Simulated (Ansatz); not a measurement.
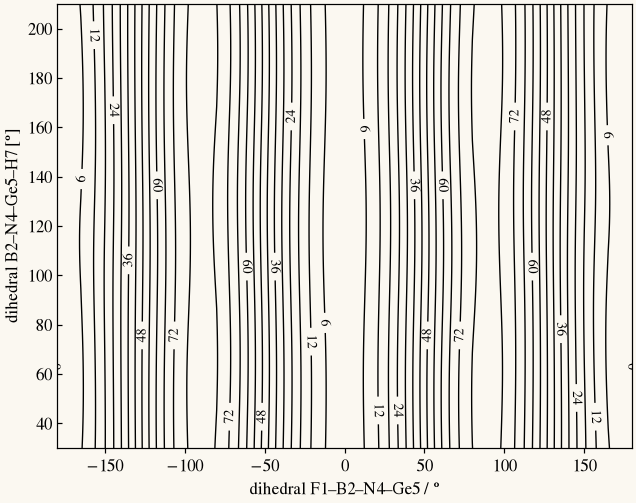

Energy landscape of BBrFGeH4N, SMILES FB(Br)[NH][GeH3]. First axis: dihedral F1–B2–N4–Ge5. Second axis: dihedral B2–N4–Ge5–H7. Nothing is relaxed (all other coordinates rigid). Grid: 12 × 13 points. Points are written as (first, second). All energies are given in kJ/mol relative to the lowest grid point. The calculation used Ansatz, RKS PBE0-D4/def2-SVP.

The picture shows contour lines labelled in kJ/mol. Between grid points the surface is interpolated. 

Where are the wells?

The lowest grid point is at (−180°, 60°). Other grid points that lie below all their neighbours: (−180°, 180°) (0.07 kJ/mol higher); (0°, 120°) (2.1 kJ/mol higher). The energy also falls towards the edge at (0°, 30°) (2.7 kJ/mol above the lowest) and (0°, 210°) (2.7 kJ/mol above the lowest), where a further well may lie outside the range. The highest grid point, (90°, 180°), lies 81 kJ/mol above the lowest.

Each point was launched as `ansatz run input.yaml --threads 1 --pin off --max-ram 2560MiB --backend cpu --events-out ev --progress --plain --runs-dir out`. Time for the 156 points that were run: 24 min on 1 thread of Arm Neoverse V2, on a shared host.
